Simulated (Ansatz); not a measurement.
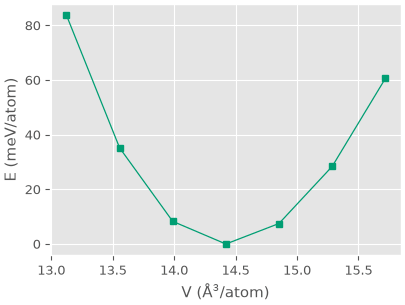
Figure: TaSi2 in space group P6_422 (No. 181; Ta on 3c, Si on 6i) under volume change, the program Ansatz at the r²SCAN level (PAW), shape and atoms relaxed at each volume.

Task: What does a third-order Birch–Murnaghan fit give for V₀, B₀ and B′?

Result: V₀ = 14.42 Å³/atom, B₀ = 194 GPa, B′ = 4.4.

The workflow started from a Materials Project entry (that database holds measured and hypothetical structures alike); the Crystallography Open Database files this formula in space group No. 181, but the cells were not matched. Its standing as an ambient phase is unchecked. Symmetry was held in the r²SCAN relaxation; its stability against distortions is not shown here. No spin polarisation was allowed. Spin–orbit coupling is left out wherever it is not named.

Potentials: the earlier of the program's two PAW sets.
